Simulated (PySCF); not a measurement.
CH7GaGe, SMILES `[GaH2][CH2][GeH3]`.

PySCF calculation, M06-2X/aug-cc-pVDZ, gas phase; geometry: GFN2-xTB. No frequency check shows the geometry to be a minimum. GFN2-xTB bond lengths at metals and heavier atoms can be off by up to 0.1 Å and shapes distorted, which carries into these values.

Geometry (Å), atoms numbered from 1:

```
Ga1     -1.6760    0.1102   -0.0012
C2      -0.0093   -1.0370    0.0858
Ge3      1.5835    0.1153   -0.0157
H4      -3.0646   -0.4474   -0.5157
H5      -1.7034    1.6314    0.4109
H6       0.0253   -1.6165    1.0140
H7      -0.0071   -1.7567   -0.7403
H8       2.8505   -0.6891    0.0663
H9       1.6129    1.1167    1.0950
H10      1.6277    0.8759   -1.3063
```

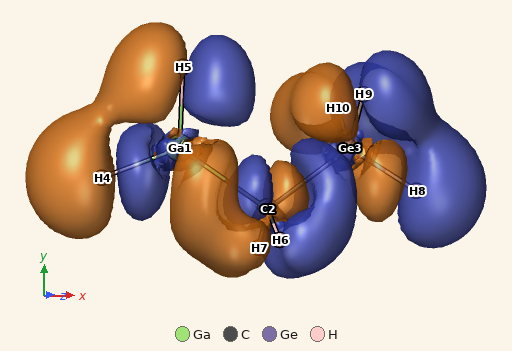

Change of the electron density in a uniform field of 0.41 V/Å, surfaces at ±0.002 e/Å³ (orange: gain, blue: loss).

The field was applied in both directions; the picture shows the one opposite to the script's first.

### Along which Cartesian direction does the field point?

Along +x: electrons gather on the −x side, against the field.

### How large is the response?

The induced dipole is 1.92 D (along the field); α along this axis, from the fields in both directions, is 94 bohr³ (13.9 Å³).

Cost of the run: 62 s on 1 thread of Intel(R) Xeon(R) Platinum 8488C (Sapphire Rapids) (shared host), peak memory 0.82 GiB.
